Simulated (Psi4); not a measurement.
# CdHClO (SMILES [OH][Cd][Cl]): levels of theory compared

We compute a comparison of 6 runs (HF/STO-3G, HF/def2-SVP, HF/def2-QZVPP, TPSSh/STO-3G, MP2/STO-3G) of CdHClO. 

The calculation is run with Psi4 1.11.

4 further runs of the same task are left out: 4 set aside as unsound or not needed.

### 1 The system as given

CdHClO has 4 atoms, charge 0, and is taken as a singlet. As SMILES, `[OH][Cd][Cl]`. The shape is that of a PBE0-D4/def2-TZVP optimisation.

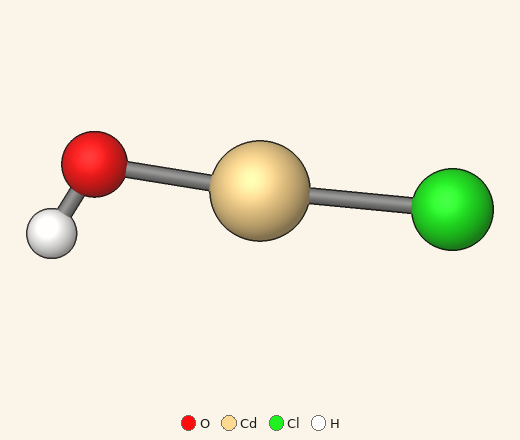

Viewed from a chosen angle; oxygen red, cadmium orange, chlorine green, hydrogen white.

### 2 Energy and forces at HF/STO-3G (run 1)

calc.dat reads:

```
memory 1600 mb

molecule geom {
  0 1
  O     -1.78144482     1.43959336    -1.50214330
  Cd     0.97075231    -0.24925488     0.31274967
  Cl     4.32180365    -2.02465257     2.28732450
  H     -3.40623134     0.72017463    -1.13610335
  units au
  symmetry c1
}

set {
  basis         STO-3G
  puream        true
  e_convergence 1e-09
  d_convergence 1e-08
  scf_type      pk
}

E, wfn = gradient("hf", return_wfn=True)
oeprop(wfn, "MULLIKEN_CHARGES", "QUADRUPOLE", "LOWDIN_CHARGES", title="HF")
```

Launch:

```sh
$ psi4 calc.dat calc.out -n 1
```

calc.out:

```text
[...]
  Running in c1 symmetry.
[...]
  Nuclear repulsion =  328.082012479303785
[...]
  Multiplicity = 1
[...]
  Nalpha       = 37
  Nbeta        = 37
[...]
    Number of basis functions: 42
[...]
   @RHF iter   1: -5940.46279042723017   -3.43723e+00   1.32749e-02 ADIIS/DIIS
[...]
   @RHF iter  11: -5940.70516581525226    2.72848e-12   2.86799e-09 DIIS
[...]
  @RHF Final Energy: -5940.70516581525226
   => Energetics <=
    Nuclear Repulsion Energy =            328.0820124793037849
    One-Electron Energy =               -8882.3623759739202796
    Two-Electron Energy =                2613.5751976793635549
    Total Energy =                      -5940.7051658152522577
[...]
  -Total Gradient:
     Atom            X                  Y                   Z
    ------   -----------------  -----------------  -----------------
       1       -0.074874620696     0.000234188312    -0.011092401992
       2        0.026558069362    -0.012839989579     0.014617445936
       3        0.017836801308    -0.009413954702     0.010480191118
       4        0.030479749971     0.022019755957    -0.014005235007
[...]
  Mulliken Charges: (a.u.)
   Center  Symbol    Alpha    Beta     Spin     Total
       1     O     4.22041  4.22041  0.00000 -0.44083
       2    CD    23.59818 23.59818  0.00000  0.80363
       3    CL     8.74584  8.74584  0.00000 -0.49168
       4     H     0.43556  0.43556  0.00000  0.12888
   Total alpha = 37.00000, Total beta = 37.00000, Total charge =  0.00000
  Lowdin Charges: (a.u.)
   Center  Symbol    Alpha    Beta     Spin     Total
       1     O     4.16534  4.16534  0.00000 -0.33067
       2    CD    23.69190 23.69190  0.00000  0.61620
[...]
```

Wall time 2.5 s (1 thread of Intel Xeon Platinum 8559C (Emerald Rapids), shared host); peak memory 0.19 GiB.

### 3 Energy and forces at HF/def2-SVP (core potential) (run 2)

cdclho.py reads:

```python
import psi4

psi4.set_memory(1600000000)
psi4.set_num_threads(1)
psi4.set_output_file('psi4.out', False)

molecule = psi4.geometry("""
0 1
O     -0.942700     0.761800    -0.794900
Cd     0.513700    -0.131900     0.165500
Cl     2.287000    -1.071400     1.210400
H     -1.802500     0.381100    -0.601200
symmetry c1
no_reorient
no_com
""")

psi4.set_options({
    'basis': 'def2-SVP',
    'puream': True,
    'e_convergence': 1e-09,
    'd_convergence': 1e-08,
    'scf_type': 'pk',
})

result, w = psi4.gradient('hf', return_wfn=True)
psi4.oeprop(w, 'MAYER_INDICES', 'MULLIKEN_CHARGES', 'LOWDIN_CHARGES')
print('gradient / Eh bohr^-1')
print(result.np.round(6))
print(f'energy = {w.energy():.10f} Eh')
```

Launch:

```sh
$ python cdclho.py
```

psi4.out:

```text
[...]
  Running in c1 symmetry.
[...]
  Nuclear repulsion =  150.335920131485068
[...]
  Multiplicity = 1
[...]
  Nalpha       = 23
  Nbeta        = 23
[...]
    Number of basis functions: 68
[...]
   @RHF iter   1:  -701.43153756301729   -1.34611e+00   8.87847e-03 DIIS/ADIIS
[...]
   @RHF iter  13:  -701.61307752209382   -9.09495e-13   2.85050e-09 DIIS
[...]
  @RHF Final Energy:  -701.61307752209382
   => Energetics <=
    Nuclear Repulsion Energy =            150.3359201314850679
    One-Electron Energy =               -1337.0301478769824826
    Two-Electron Energy =                 485.0811502234035402
    Total Energy =                       -701.6130775220938176
[...]
 Multipole Moments:
 ------------------------------------------------------------------------------------
     Multipole            Electronic (a.u.)      Nuclear  (a.u.)        Total (a.u.)
 ------------------------------------------------------------------------------------
 L = 1.  Multiply by 2.5417464519 to convert [e a0] to [Debye]
 Dipole X            :        -75.9455542           75.2279184           -0.7176359
 Dipole Y            :         26.9322930          -27.1672697           -0.2349767
 Dipole Z            :        -31.8939332           31.9862603            0.0923271
 Magnitude           :                                                    0.7607493
[...]
  -Total Gradient:
     Atom            X                  Y                   Z
    ------   -----------------  -----------------  -----------------
       1        0.020618453902     0.008100535289    -0.003783214508
       2        0.003921737280    -0.005006436889     0.004763307744
       3       -0.011281041248     0.006566665038    -0.007141141753
       4       -0.013259149944    -0.009660763433     0.006161048544
[...]
```

On the terminal:

```text
gradient / Eh bohr^-1
[[ 0.020618  0.008101 -0.003783]
 [ 0.003922 -0.005006  0.004763]
 [-0.011281  0.006567 -0.007141]
 [-0.013259 -0.009661  0.006161]]
energy = -701.6130775221 Eh
```

Wall time 3.6 s (1 thread of Intel Xeon Platinum 8559C (Emerald Rapids), shared host); peak memory 0.25 GiB.

### 4 A single-point energy at HF/def2-QZVPP (density fitting, core potential) (run 3)

run.py reads:

```python
import psi4

psi4.set_memory(1600000000)
psi4.set_num_threads(1)
psi4.core.set_output_file('run.log', False)

mol = psi4.geometry("""
O     -0.942700     0.761800    -0.794900
Cd     0.513700    -0.131900     0.165500
Cl     2.287000    -1.071400     1.210400
H     -1.802500     0.381100    -0.601200
symmetry c1
no_reorient
no_com
""")

options = {'basis': 'def2-QZVPP', 'reference': 'rhf'}
psi4.set_options(options)

result = psi4.energy("hf")
print(f'total energy {result:.8f} hartree = {result * 27.211386:.5f} eV')
```

Launch:

```sh
$ python run.py
```

run.log:

```text
[...]
    !!!  WARNING: ECP capability is in beta. Please check occupations closely.  !!!
[...]
  Running in c1 symmetry.
[...]
  Nuclear repulsion =  150.335920131485068
[...]
  Multiplicity = 1
[...]
  Nalpha       = 23
  Nbeta        = 23
[...]
    Number of basis functions: 245
[...]
   @DF-RHF iter   1:  -701.73520622399178   -1.13984e+00   2.81958e-03 DIIS/ADIIS
[...]
   @DF-RHF iter   9:  -701.93150202942172   -9.26028e-08   3.67081e-07 DIIS
[...]
  @DF-RHF Final Energy:  -701.93150202942172
   => Energetics <=
    Nuclear Repulsion Energy =            150.3359201314850679
    One-Electron Energy =               -1337.2231606793798164
    Two-Electron Energy =                 484.9557385184729128
    Total Energy =                       -701.9315020294217220
[...]
 Multipole Moments:
 ------------------------------------------------------------------------------------
     Multipole            Electronic (a.u.)      Nuclear  (a.u.)        Total (a.u.)
 ------------------------------------------------------------------------------------
 L = 1.  Multiply by 2.5417464519 to convert [e a0] to [Debye]
 Dipole X            :        -75.9125064           75.2279184           -0.6845880
 Dipole Y            :         26.9691637          -27.1672697           -0.1981060
 Dipole Z            :        -31.9199984           31.9862603            0.0662618
 Magnitude           :                                                    0.7157495
[...]
```

Standard output:

```text
total energy -701.93150203 hartree = -19100.52905 eV
```

Run time: 5.1 s. Hardware: 1 thread of Intel Xeon Platinum 8559C (Emerald Rapids), shared host; peak memory 0.48 GiB.

Runs 4 to 5 aren't shown in full; the table further down has their settings and results.

### 5 The energy at MP2/STO-3G (run 6)

run.py reads:

```python
import numpy as np
from ase.calculators.psi4 import Psi4
from ase import Atoms

a = Atoms(['O', 'Cd', 'Cl', 'H'], positions=[
    [-0.942700, 0.761800, -0.794900],
    [0.513700, -0.131900, 0.165500],
    [2.287000, -1.071400, 1.210400],
    [-1.802500, 0.381100, -0.601200],
])
calc = Psi4(atoms=a, method='mp2', basis='STO-3G', memory='1600MB', num_threads=1, charge=0, multiplicity=1, label='cdclho')
calc.psi4.set_options({'puream': True, 'e_convergence': 1e-09, 'd_convergence': 1e-08, 'scf_type': 'pk', 'num_frozen_docc': 20, 'mp2_type': 'conv'})
a.calc = calc

print(f'energy: {a.get_potential_energy():.6f} eV')
```

Launch:

```sh
$ python run.py
```

cdclho.dat:

```text
[...]
  Running in c1 symmetry.
[...]
  Nuclear repulsion =  328.082012498100141
[...]
  Multiplicity = 1
[...]
  Nalpha       = 37
  Nbeta        = 37
[...]
    Number of basis functions: 42
[...]
   @RHF iter   1: -5940.46279042709193   -3.43723e+00   1.32749e-02 DIIS/ADIIS
[...]
   @RHF iter  11: -5940.70516581552238   -2.72848e-12   2.86799e-09 DIIS
[...]
  @RHF Final Energy: -5940.70516581552238
   => Energetics <=
    Nuclear Repulsion Energy =            328.0820124981001413
    One-Electron Energy =               -8882.3623760083573870
    Two-Electron Energy =                2613.5751976947344701
    Total Energy =                      -5940.7051658155232872
[...]
 Multipole Moments:
 ------------------------------------------------------------------------------------
     Multipole            Electronic (a.u.)      Nuclear  (a.u.)        Total (a.u.)
 ------------------------------------------------------------------------------------
 L = 1.  Multiply by 2.5417464519 to convert [e a0] to [Debye]
 Dipole X            :         -0.8687774           -0.0973944           -0.9661718
 Dipole Y            :          0.5925386           -0.4917268            0.1008118
 Dipole Z            :         -0.6227622            0.3977017           -0.2250605
 Magnitude           :                                                    0.9971475
[...]
	SCS-MP2 Total Energy (a.u.)        : -5940.77320485466953
	SOS-MP2 Total Energy (a.u.)        : -5940.77488193545832
	SCSN-MP2 Total Energy (a.u.)       : -5940.72462629920574
[...]
	SOS-PI-MP2 Total Energy (a.u.)     : -5940.78024471391473
[...]
	MP2 Total Energy (a.u.)            : -5940.76985069309012
[...]
```

Standard output:

```text
energy: -161656.581689 eV
```

Wall time 1.8 s (1 thread of Intel Xeon Platinum 8559C (Emerald Rapids), shared host); peak memory 0.21 GiB.

### 6 Overview of the runs

| run | level | core potential | task | energy (Eh) | dipole moment (D) | HOMO energy (eV) | LUMO energy (eV) | wall time |
| --- | --- | --- | --- | --- | --- | --- | --- | --- |
| 1 | HF/STO-3G | none | gradient | -5940.705166 | 2.53 | -8.36 | 7.67 | 2.5 s |
| 2 | HF/def2-SVP (core potential) | def2 | gradient | -701.613078 | 1.93 | -11.72 | 1.25 | 3.6 s |
| 3 | HF/def2-QZVPP (density fitting, core potential) | def2 | energy | -701.931502 | 1.82 | -11.98 | 0.66 | 5.1 s |
| 4 | HF/def2-QZVPP (density fitting, core potential, Cartesian functions) | def2 | energy | -701.932771 | 1.82 | -11.98 | 0.56 | 6.9 s |
| 5 | TPSSh/STO-3G | none | gradient | -5943.451961 | 2.93 | -2.82 | 3.09 | 9.6 s |
| 6 | MP2/STO-3G | none | energy | -5940.769851 | – | -8.36 | 7.67 | 1.8 s |

### 7 Summary of results

| quantity | value |
| --- | --- |
| run 6: total energy | -5940.76985 Eh |
| run 6: HOMO energy (Hartree–Fock orbitals) | -8.36 eV |
| run 6: LUMO energy (Hartree–Fock orbitals) | 7.67 eV |
| run 6: HOMO–LUMO gap (Hartree–Fock orbitals) | 16.03 eV |
| run 6: correlation energy (20 core orbitals frozen) | -64.7 mEh |

Over runs 1, 2, 3, 4, 5 the dipole moment (its size) runs from 1.82 D (HF/def2-QZVPP) to 2.93 D (TPSSh/STO-3G). The two ends differ in method and basis and core potential. Over runs 1, 2, 3, 4, 5 the HOMO–LUMO gap runs from 5.90 eV (TPSSh/STO-3G) to 16.03 eV (HF/STO-3G). Exact exchange widens orbital gaps. Some runs of one species differ in core potentials or relativity; totals across that change don't compare. In runs 1, 5, 6 the basis is minimal, so the values are rough. In runs 1, 5, 6 relativity is left out where basis or elements ask for it. All runs together took 30 s, the longest 9.6 s.
